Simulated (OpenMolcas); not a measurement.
**Pd²⁺ among point charges: CASSCF and CASPT2 levels and susceptibility**

How does a field of 6 point charges split the states of Pd²⁺, and what χT follows?

Program: OpenMolcas 26.06. Level of theory: state-averaged CASSCF and CASPT2, spin-orbit coupling by RASSI with atomic mean-field integrals. These are calculated values, not measurements, unless marked.

## (1) Starting point

```
Species                           : Pd²⁺ (palladium, Z = 46, 44 electrons)
Basis                             : ANO-RCC-VDZP [6s5p3d1f], 43 functions
Scalar Hamiltonian                : DKH2, point nucleus
Inactive shells                   : 1s 2s 2p 3s 3p 3d 4s 4p
Active space                      : 8 electrons in 5 orbitals (4d)
Some configurations of this space : 4d8
Orbitals                          : optimised for each spin and parity, averaged over all roots
```

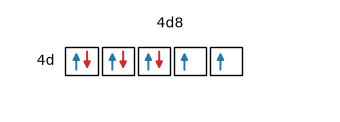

The shells outside the core, filled by Hund's rule for the drawing.

The ion sits among 6 point charges of -1.7 e arranged as an octahedron (Oh), 2.31 Å from the ion.

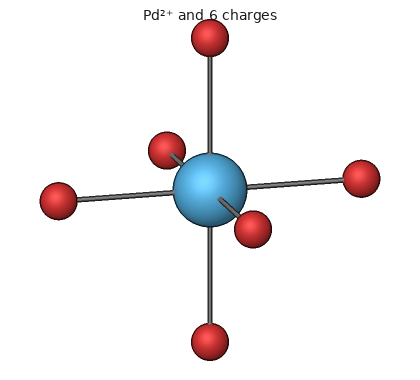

The ion and the point charges (red).

The work runs as a chain of OpenMolcas steps in one folder; each step below is one input file. The outputs are cut to the sections that carry results. Labels, J, g values, rates, χT and fits are worked out afterwards by a script from the matrices that RASSI stores. The input lists half of the charges; inversion (Group=XYZ) makes the rest.

## (2) Basis and integrals

Input file a.inp:

```
&GATEWAY
Coord
1

Pd 0.0 0.0 0.0
Basis=ANO-RCC-VDZP
Group=XYZ
NoMove
AngMom=0.0 0.0 0.0
AMFI
XField
3 Angstrom 0
2.310000 0.000000 0.000000 -1.700000
0.000000 2.310000 0.000000 -1.700000
0.000000 0.000000 2.310000 -1.700000
&SEWARD
```

Started as:

```bash
OMP_NUM_THREADS=1 MOLCAS_MEM=1689 MOLCAS_PROJECT=a pymolcas a.inp > a.log
```

## (3) Reference wave functions, triplets of even parity, 10 roots

Input file a.inp:

```
&RASSCF
FileOrb=start.orb
Symmetry=1
Spin=3
nActEl=8 0 0
Inactive=9 9
Ras2=5 0
CIRoot=10 10 1
SDav=10
CIMx=300
Iter=120 100
PrWF=0.3
OrbListing=Nothing
MaxOrb=0
>>> COPY $Project.JobIph JOB001
```

start.orb holds the contracted functions of the basis, ordered by shell, or the orbitals of the step before.

## (4) Reference wave functions, singlets of even parity, 15 roots

Input file a.inp:

```
&RASSCF
FileOrb=start.orb
Symmetry=1
Spin=1
nActEl=8 0 0
Inactive=9 9
Ras2=5 0
CIRoot=15 15 1
SDav=15
CIMx=300
Iter=120 100
PrWF=0.3
OrbListing=Nothing
MaxOrb=0
>>> COPY $Project.JobIph JOB002
```

## (5) RASSI: spin-orbit coupling between the states

Input file a.inp:

```
&RASSI
NrOfJobIphs=2 10 15
1 2 3 4 5 6 7 8 9 10
1 2 3 4 5 6 7 8 9 10 11 12 13 14 15
IphNames
JOB001
JOB002
EJob
SpinOrbit
DIPRint=1.0
SOCoupling=1000.0
Subsets=2
Property=9
'ANGMOM' 1 'ANGMOM' 2 'ANGMOM' 3 'MLTPL  1' 1 'MLTPL  1' 2 'MLTPL  1' 3
'AMFI' 1 'AMFI' 2 'AMFI' 3
SOProperty=3
'ANGMOM' 1 'ANGMOM' 2 'ANGMOM' 3
```

## (6) CASPT2: IPEA 0.25, imaginary shift 0.1 (closed shells correlated: 4s 4p)

Input file a.inp:

```
>>> COPY JOB001 $Project.JobIph
&CASPT2
Multistate=10 1 2 3 4 5 6 7 8 9 10
NoMult
Frozen=8 6
IPEA=0.25
Imaginary=0.1
MaxIter=60
WThr=0.0 0.3 0.05
PrWF=0.5
NoMix
>>> COPY JOB002 $Project.JobIph
&CASPT2
Multistate=15 1 2 3 4 5 6 7 8 9 10 11 12 13 14 15
NoMult
Frozen=8 6
IPEA=0.25
Imaginary=0.1
MaxIter=60
WThr=0.0 0.3 0.05
PrWF=0.5
NoMix
```

(Steps that only read results are left out.)

Before running it: what results should come out? Wanted: spin-free ground state; first state of the same spin within the active space; lowest level; next level.

The runs gave:

| quantity | value |
| --- | --- |
| method | SS-CASPT2, IPEA 0.25, imaginary shift 0.1 (closed shells correlated: 4s 4p) |
| spin-free ground state | 3A2, 1-fold in its orbital part |
| first state of the same spin within the active space | 3T2 at 5060 cm⁻¹ |
| lowest level | 3-fold T2 |
| next level | 4308.4 cm⁻¹ |
| χT at 300 K | 2.14 cm³ K/mol |
| effective moment at 300 K | 4.14 μB |

Cost by method:

```
                                              method  time of its own steps  time with the reference
                                           A. CASSCF                  4.5 s                    4.5 s
B. SS-CASPT2, IPEA 0.25, imaginary shift 0.1, +4s 4p                  1.4 s                    5.9 s
```

Times are of one thread on a shared host.

The spin-free ground state (3A2) comes to 100 % from free-ion F terms and keeps the highest spin of the shell. χT at 300 K is 2.14, against 1.00 cm³ K/mol for the spin alone, so orbital moment adds to it. A ligand-field fit to the states below 45000 cm-1 gives 10Dq = 5079 cm-1, B = 816 cm-1 and C = 3255 cm-1 (C/B = 3.99), with a deviation of 495 cm-1. CASPT2 does not keep the components of a term degenerate, and the means are used. Point charges leave out covalency, so the field and the spin state can differ from those of real complexes. Point charges carry no covalency, so the field is a model and not that of real ligands.
